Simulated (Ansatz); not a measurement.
Consider C3H8BOP (SMILES OB(P)C1CC1).

The calculation's input:

```
crystal:
  periodic: [false, false, false]
  atoms:
    - {symbol: C, position_ang: [-0.598011, -0.473287, -1.261403]}
    - {symbol: C, position_ang: [-0.316508, 0.791455, -0.448184]}
    - {symbol: C, position_ang: [0.384802, 0.596713, -1.751118]}
    - {symbol: B, position_ang: [-0.098321, -1.868527, -0.782495]}
    - {symbol: O, position_ang: [-0.828616, -2.959453, -1.176200]}
    - {symbol: P, position_ang: [1.391894, -2.054618, 0.475986]}
    - {symbol: H, position_ang: [-0.472791, -3.805408, -0.851282]}
    - {symbol: H, position_ang: [2.294406, -1.146675, -0.177219]}
    - {symbol: H, position_ang: [1.971199, -3.229889, -0.122303]}
    - {symbol: H, position_ang: [-1.563773, -0.486179, -1.796601]}
    - {symbol: H, position_ang: [0.261928, 0.682330, 0.484293]}
    - {symbol: H, position_ang: [-1.120909, 1.541142, -0.388585]}
    - {symbol: H, position_ang: [0.068781, 1.202296, -2.614881]}
    - {symbol: H, position_ang: [1.459224, 0.352157, -1.743095]}
basis:
  gaussian:
    orbitals: def2-SVPD
hamiltonian:
  xc: {name: PBE0}
output:
  forces: true
  orbitals: {seedname: orbitals}
```

Command:

```sh
ansatz run input.yaml --threads 2 --pin off --max-ram 4350MiB --events-out events.jsonl --progress --plain --runs-dir runs
```

Geometry: PBE-D3(BJ)/def2-SVP.

Computed with isolated molecule in a Gaussian basis; Kohn-Sham density functional theory, functional PBE0 in Ansatz 0.2.0.

**What will maps of the electron density and electron localisation function show?**

B–O (1.37 Å): ρ is about 2.1 e/Å³ halfway; the ELF peaks at about 0.90 between the atoms (a short, strongly polar bond).
C–B (1.56 Å): ρ at the midpoint is about 1.4 e/Å³; the ELF peaks at about 1 between the atoms (localised, covalent bonding).
B–P (1.96 Å): the density is about 0.94 e/Å³ at the midpoint; the ELF peaks at about 1 between the atoms: localised, covalent bonding.
O–H (0.97 Å): ρ is about 3.6 e/Å³ halfway; the ELF climbs to about 1 towards the hydrogen, as it does in any bond to H (an ordinary covalent bond to hydrogen).

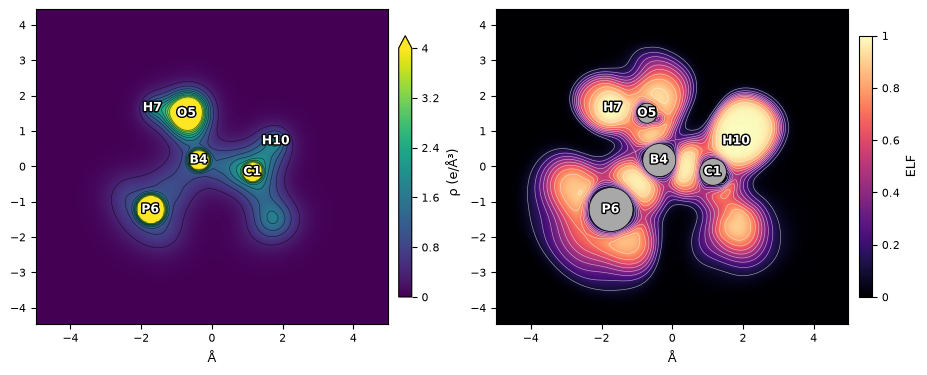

Computed electron density and electron localisation function on the plane of atoms C1, B4 and O5, in this order. Grey discs cover the atomic cores in the ELF map. 
